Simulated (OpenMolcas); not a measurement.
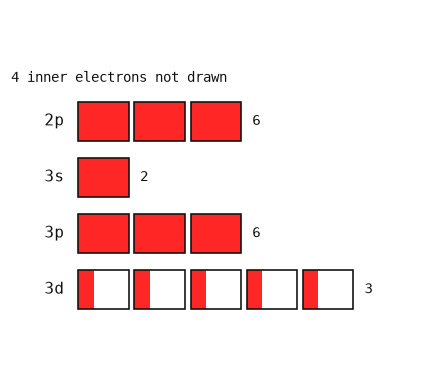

The outer shells of the leading configuration of the lowest level: a box for each of the 2l + 1 orbitals, shaded by the share of the shell that is filled, with the electron count at the right.

## V²⁺ complex: multiconfigurational calculation (part 1 of 2)

System: V²⁺ with 6 ligands (Cl; octahedron, 2.55 Å), neutralised by 6 outer point charges of +0.67 e, whose field is part of the energies.
Method: state-averaged CASSCF, active space 3 electrons in the shell 3d, basis ANO-RCC-VDZP on the metal and ANO-RCC-VDZP on the ligands, DKH2 scalar Hamiltonian, spin-orbit coupling by RASSI with atomic mean-field integrals (OpenMolcas).

### Input file
```
&GATEWAY
Coord
7

V 0.0 0.0 0.0
Cl 2.550000 0.000000 0.000000
Cl 0.000000 2.550000 0.000000
Cl -2.550000 0.000000 0.000000
Cl 0.000000 -2.550000 0.000000
Cl 0.000000 0.000000 2.550000
Cl 0.000000 0.000000 -2.550000
Basis=V.ANO-RCC-VDZP,Cl.ANO-RCC-VDZP
Group=XYZ
NoMove
AngMom=0.0 0.0 0.0
AMFI
RICD
XField
3 Angstrom 0
5.150000 0.000000 0.000000 0.666667
0.000000 5.150000 0.000000 0.666667
0.000000 0.000000 5.150000 0.666667
&SEWARD
&RASSCF
FileOrb=start.orb
Symmetry=1
Spin=4
nActEl=3 0 0
Inactive=30 33
Ras2=5 0
CIRoot=10 10 1
SDav=10
CIMx=300
Iter=150 100
PrWF=0.3
OrbListing=Nothing
MaxOrb=0
LevShft=1.0
>>> COPY $Project.JobIph JOB001
&RASSCF
FileOrb=start.orb
Symmetry=1
Spin=2
nActEl=3 0 0
Inactive=30 33
Ras2=5 0
CIRoot=40 40 1
SDav=40
CIMx=300
Iter=150 100
PrWF=0.3
OrbListing=Nothing
MaxOrb=0
LevShft=1.0
>>> COPY $Project.JobIph JOB002
&RASSI
NrOfJobIphs=2 10 40
1 2 3 4 5 6 7 8 9 10
1 2 3 4 5 6 7 8 9 10 11 12 13 14 15 16 17 18 19 20 21 22 23 24 25 26 27
28 29 30 31 32 33 34 35 36 37 38 39 40
IphNames
JOB001
JOB002
EJob
SpinOrbit
DIPRint=1.0
SOCoupling=1000.0
Subsets=2
Property=9
'ANGMOM' 1 'ANGMOM' 2 'ANGMOM' 3 'MLTPL  1' 1 'MLTPL  1' 2 'MLTPL  1' 3
'AMFI' 1 'AMFI' 2 'AMFI' 3
SOProperty=3
'ANGMOM' 1 'ANGMOM' 2 'ANGMOM' 3
```

The file start.orb holds starting orbitals from an earlier step. A driver script formed the levels outside the program, from RASSI's spin-orbit matrix and the active-space energies, averaged over the components of each term or state.

Hardware: 1 thread of Arm Neoverse V2, 128 GiB of memory available, shared host.

Run as:
```bash
OMP_NUM_THREADS=1 MOLCAS_MEM=2457 MOLCAS_PROJECT=a pymolcas a.inp > a.log  # once for each step of the input, in one work folder
```

### Log (extracts)
```
--- SEWARD ---
Basis set label: V.ANO-RCC...5S4P2D1F.

      Electronic valence basis set:
      ------------------
      Associated Effective Charge  23.000000 au
      Associated Actual Charge     23.000000 au
      Nuclear Model: Point charge

      Shell  nPrim  nBasis  Cartesian Spherical Contaminant
         s      21       5        X
         p      15       4        X
         d      10       2                 X
         f       6       1                 X
                  Relativistic Douglas-Kroll-Hess integrals:
                    - DKH order of Hamiltonian: 2
                    - DKH order of Properties : 0
                  Atomic mean-field integrals
--- RASSCF ---
Wave function specifications:
      -----------------------------

      Number of closed shell electrons         126
      Number of electrons in active shells       3
      Max number of holes in RAS1 space          0
      Max nr of electrons in RAS3 space          0
      Number of inactive orbitals               63
      Number of active orbitals                  5
      Number of secondary orbitals              74
      Spin quantum number                      1.5
      State symmetry                             1
Orbital specifications:
      -----------------------

      Symmetry species                           1   2
                                                ag  au
      Frozen orbitals                            0   0
      Inactive orbitals                         30  33
      Active orbitals                            5   0
      RAS1 orbitals                              0   0
      RAS2 orbitals                              5   0
      RAS3 orbitals                              0   0
      Secondary orbitals                        34  40
      Deleted orbitals                           0   0
      Number of basis functions                 69  73
      Number of CSFs                            10
      Number of root(s) required                10
      Iter CI   SX   CI       RASSCF       Energy    max ROT     max BLB   max BLB  Level Ln srch  Step   QN
          iter iter root      energy       change     param      element    value   shift minimum  type update
 Nr of preliminary CI iterations:   1
      Total energies have been shifted. Add                -3000.00 au
        1   1   10    0  -714.92964064    0.00E+00  -5.61E-02   11  48 2 -1.59E-01*  0.85   0.00    SX    NO
        2   1   10    0  -715.22962782   -3.00E-01* -2.42E-02   11  48 2 -7.24E-02*  0.93   0.00    SX    NO
        3   1   10    0  -715.27928295   -4.97E-02* -1.36E-02   11  48 2 -3.41E-02*  0.94   0.00    SX    NO
        4   1    9    0  -715.28973900   -1.05E-02* -7.80E-03   11  48 2 -1.83E-02*  0.94   0.00    SX    NO
        5   1    9    0  -715.29285834   -3.12E-03* -1.04E-02   11  48 2 -1.11E-02*  0.94   2.43    LS   YES
        6   1    8    0  -715.29451491   -1.66E-03* -2.12E-03   28  63 1  5.24E-03*  0.94   1.08    QN   YES
        7   1    8    0  -715.29482271   -3.08E-04* -2.22E-03   15  50 2  2.83E-03*  0.94   2.07    LS   YES
        8   1    8    0  -715.29493570   -1.13E-04* -7.99E-04   24  61 1 -2.32E-03*  0.94   1.03    QN   YES
        9   1    7    0  -715.29497445   -3.88E-05* -5.48E-04   24  61 1 -1.08E-03*  0.94   1.69    LS   YES
       10   1    7    0  -715.29498235   -7.90E-06* -4.44E-04    6  46 2  9.42E-04*  0.94   1.02    QN   YES
       11   1    7    0  -715.29498852   -6.17E-06* -2.69E-04    8  42 1 -3.50E-04*  0.94   1.61    LS   YES
       12   1    7    0  -715.29498957   -1.04E-06* -1.18E-04   24  61 1  3.04E-04*  0.94   1.00    QN   YES
       13   1    6    0  -715.29499022   -6.59E-07* -1.20E-04   24  61 1  1.39E-04*  0.94   2.02    LS   YES
       14   1    6    0  -715.29499045   -2.25E-07* -2.27E-05    3  46 2 -1.18E-04*  0.94   1.00    QN   YES
       15   1    5    0  -715.29499048   -3.10E-08*  1.78E-05    8  36 1 -2.38E-05   0.94   1.56    QN   YES
       16   1    5    0  -715.29499049   -1.04E-08*  5.18E-06    3  46 2  1.80E-05   0.94   1.15    QN   YES
       17   1    4    0  -715.29499049   -9.24E-10   3.28E-06    3  46 2  5.28E-06   0.94   1.62    QN   YES
      Convergence after 17 iterations
       18   1    4    0  -715.29499049   -2.94E-10   3.28E-06   27  71 2  1.84E-06   0.94   1.62    QN   YES
      Natural orbitals and occupation numbers for root  1
      sym 1:   1.000000   1.000000  -0.000000   1.000000   0.000000
      Natural orbitals and occupation numbers for root  2
      sym 1:   0.006737   0.993263   0.006737   1.000000   0.993263
      Natural orbitals and occupation numbers for root  3
      sym 1:   0.993423   0.993423   0.006577   1.000000   0.006577
::    RASSCF root number  1 Total energy:  -3715.34518575
::    RASSCF root number  2 Total energy:  -3715.31915006
::    RASSCF root number  3 Total energy:  -3715.31915006
::    RASSCF root number  4 Total energy:  -3715.31915006
::    RASSCF root number  5 Total energy:  -3715.30037217
::    RASSCF root number  6 Total energy:  -3715.30037217
::    RASSCF root number  7 Total energy:  -3715.30037217
::    RASSCF root number  8 Total energy:  -3715.24871749
::    RASSCF root number  9 Total energy:  -3715.24871749
::    RASSCF root number 10 Total energy:  -3715.24871749
--- RASSCF ---
Wave function specifications:
      -----------------------------

      Number of closed shell electrons         126
      Number of electrons in active shells       3
      Max number of holes in RAS1 space          0
      Max nr of electrons in RAS3 space          0
      Number of inactive orbitals               63
      Number of active orbitals                  5
      Number of secondary orbitals              74
      Spin quantum number                      0.5
      State symmetry                             1
Orbital specifications:
      -----------------------

      Symmetry species                           1   2
                                                ag  au
      Frozen orbitals                            0   0
      Inactive orbitals                         30  33
      Active orbitals                            5   0
      RAS1 orbitals                              0   0
      RAS2 orbitals                              5   0
      RAS3 orbitals                              0   0
      Secondary orbitals                        34  40
      Deleted orbitals                           0   0
      Number of basis functions                 69  73
      Number of CSFs                            40
      Number of root(s) required                40
      Iter CI   SX   CI       RASSCF       Energy    max ROT     max BLB   max BLB  Level Ln srch  Step   QN
          iter iter root      energy       change     param      element    value   shift minimum  type update
 Nr of preliminary CI iterations:   1
      Total energies have been shifted. Add                -3000.00 au
        1   1    9    0  -715.20376337    0.00E+00  -1.07E-02   31  37 1 -1.10E-02*  0.92   0.00    SX    NO
        2   1    9    0  -715.20476274   -9.99E-04*  3.71E-03   20  45 2 -8.75E-03*  0.91   0.00    SX    NO
        3   1    8    0  -715.20501431   -2.52E-04*  2.23E-03   20  45 2 -3.11E-03*  0.90   0.00    SX    NO
        4   1    8    0  -715.20509824   -8.39E-05*  1.23E-03   23  35 1  1.75E-03*  0.90   0.00    SX    NO
        5   1    8    0  -715.20512863   -3.04E-05*  1.80E-03   23  35 1  1.17E-03*  0.90   2.48    LS   YES
        6   1    7    0  -715.20514661   -1.80E-05* -2.43E-04   20  45 2  4.07E-04*  0.90   1.08    QN   YES
        7   1    6    0  -715.20514744   -8.23E-07* -1.51E-04   20  45 2  2.05E-04*  0.90   1.62    LS   YES
        8   1    6    0  -715.20514762   -1.85E-07* -1.06E-04   20  35 2 -9.43E-05   0.90   1.27    QN   YES
        9   1    6    0  -715.20514773   -1.08E-07* -2.96E-05   23  60 1  3.54E-05   0.90   1.28    QN   YES
       10   1    5    0  -715.20514774   -1.34E-08* -1.03E-05   20  45 2 -1.68E-05   0.90   1.30    QN   YES
       11   1    5    0  -715.20514775   -3.06E-09   5.79E-06   20  35 2  8.22E-06   0.90   1.48    QN   YES
      Convergence after 11 iterations
       12   1    5    0  -715.20514775   -7.51E-10   5.79E-06   22  42 1 -3.37E-06   0.90   1.48    QN   YES
      Natural orbitals and occupation numbers for root  1
      sym 1:   0.995340   0.916499   0.973159   0.076154   0.038849
      Natural orbitals and occupation numbers for root  2
      sym 1:   0.927992   1.006833   0.950172   0.038849   0.076154
      Natural orbitals and occupation numbers for root  3
      sym 1:   0.968024   0.968026   0.892104   0.129096   0.042751
::    RASSCF root number  1 Total energy:  -3715.27252634
::    RASSCF root number  2 Total energy:  -3715.27252634
::    RASSCF root number  3 Total energy:  -3715.26923466
::    RASSCF root number  4 Total energy:  -3715.26923466
::    RASSCF root number  5 Total energy:  -3715.26923466
::    RASSCF root number  6 Total energy:  -3715.25598133
::    RASSCF root number  7 Total energy:  -3715.25270307
::    RASSCF root number  8 Total energy:  -3715.25270307
::    RASSCF root number  9 Total energy:  -3715.25270307
::    RASSCF root number 10 Total energy:  -3715.24277613
::    RASSCF root number 11 Total energy:  -3715.24277613
::    RASSCF root number 12 Total energy:  -3715.24277613
::    RASSCF root number 13 Total energy:  -3715.24008061
::    RASSCF root number 14 Total energy:  -3715.24008061
::    RASSCF root number 15 Total energy:  -3715.24008061
::    RASSCF root number 16 Total energy:  -3715.23213779
::    RASSCF root number 17 Total energy:  -3715.23213779
::    RASSCF root number 18 Total energy:  -3715.22360562
::    RASSCF root number 19 Total energy:  -3715.22360562
::    RASSCF root number 20 Total energy:  -3715.22360562
::    RASSCF root number 21 Total energy:  -3715.21476971
::    RASSCF root number 22 Total energy:  -3715.21476971
::    RASSCF root number 23 Total energy:  -3715.21476971
::    RASSCF root number 24 Total energy:  -3715.21107768
::    RASSCF root number 25 Total energy:  -3715.21107768
::    RASSCF root number 26 Total energy:  -3715.21107768
::    RASSCF root number 27 Total energy:  -3715.19312133
::    RASSCF root number 28 Total energy:  -3715.19312133
::    RASSCF root number 29 Total energy:  -3715.17451359
::    RASSCF root number 30 Total energy:  -3715.17179816
```

(Continued in part 2.) Outcome of the run: converged.
